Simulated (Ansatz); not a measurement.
# CH6NPSi: the cost of one run

The runs use Ansatz 0.2.0, Gaussian basis; the settings change from run to run.

## (1) The relaxed structure

The structure was relaxed beforehand with PBE0-D4 in a triple-zeta def2 set.

SMILES `P[SiH]1CN1`, 10 atoms, charge 0, spin multiplicity 1.

Atoms are counted from 1 here; the program's logs count them from 0.

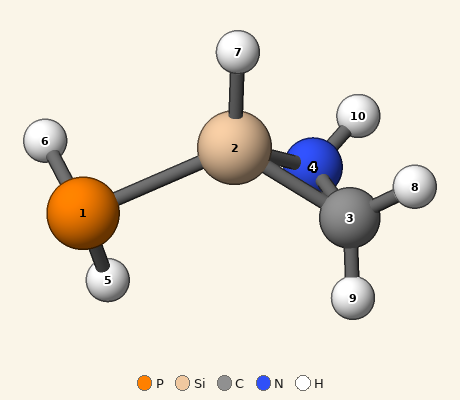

The geometry (phosphorus orange, silicon light orange, carbon grey, nitrogen blue, hydrogen white); atoms are numbered from 1 in the order of the file.

## (2) B2GP-PLYP/aug-pcseg-2

Options: multiplicity 3, atoms shaken by 0.15 Å.

Contents of in.yaml:

```yaml
crystal:
  periodic: [false, false, false]
  atoms:
    - {symbol: P, position_ang: [-2.001795, 0.881276, 0.044197]}
    - {symbol: Si, position_ang: [-0.219134, 0.553031, 0.222296]}
    - {symbol: C, position_ang: [0.947004, -1.273048, 0.938398]}
    - {symbol: N, position_ang: [0.881384, -0.625895, -0.860291]}
    - {symbol: H, position_ang: [-2.256733, 0.077850, -0.890804]}
    - {symbol: H, position_ang: [-1.869585, 1.879542, -1.209159]}
    - {symbol: H, position_ang: [0.661123, 1.743049, 1.160523]}
    - {symbol: H, position_ang: [1.843089, -1.072070, 1.399945]}
    - {symbol: H, position_ang: [0.481097, -2.136536, 0.575595]}
    - {symbol: H, position_ang: [1.907731, -0.176192, -0.909903]}
basis:
  gaussian: {orbitals: aug-pcseg-2}
magnetization: {spin_polarized: true, initial_magnetization: 2}
hamiltonian: {xc: {name: B2GP-PLYP}}
output: {forces: true}
```

Run with:

```sh
ansatz run in.yaml --threads 2 --pin off --events-out ev --progress --plain --max-ram 4352MiB
```

What time and memory should one allow on 2 threads of Arm Neoverse V1, shared host?

About 3.2 min, with a peak of 2 GiB.
